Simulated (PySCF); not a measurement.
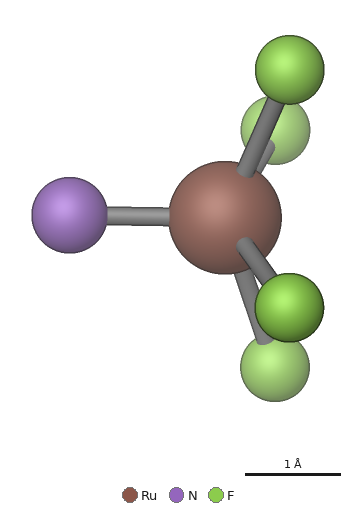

This is the input geometry for a relaxation of RuNF₄ (charge −1). A ball-and-stick model, seen from a free direction.

The start comes from GFN2-xTB.

The calculation used PBE0-D3(BJ)/def2-SVP geometry optimisation, gas phase in PySCF.

```xyz
6

Ru    0.0013    0.0007    0.1311
N     0.0025   -0.0069    1.7679
F     1.8239    0.0126   -0.4781
F    -0.0134    1.8268   -0.4674
F    -1.8236   -0.0125   -0.4714
F     0.0092   -1.8208   -0.4820
```

Q: What does the optimiser find from here?

A: After 5 geometry steps the energy has fallen by 4.36 kcal/mol. Largest force component: 4.2 eV/Å at the start, 0.014 eV/Å at the end. The largest move after the best rigid fit is that of N2, 0.090 Å. By element the largest moves are N 0.090 Å, F 0.028 Å, Ru 0.019 Å. Some distances before and after: Ru1–N2 1.637 → 1.566 Å, Ru1–F3 1.922 → 1.904 Å. Bond angles that change, for instance: F3–Ru1–F5 143.2° → 145.8°.

The structure at the end:

```xyz
6

Ru    0.0000   -0.0006    0.1117
N     0.0033   -0.0061    1.6781
F     1.8190    0.0135   -0.4504
F    -0.0126    1.8216   -0.4401
F    -1.8208   -0.0103   -0.4445
F     0.0112   -1.8182   -0.4548
```

The end point in the same view:

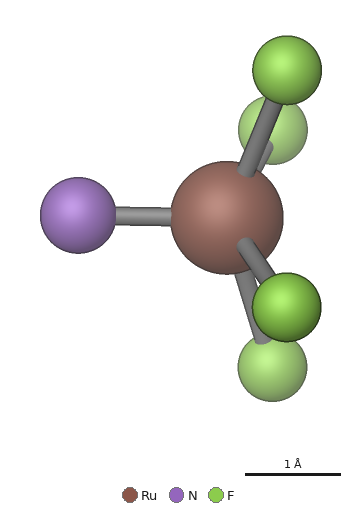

Limits of the set-up: the basis has no diffuse functions, which an anion needs.
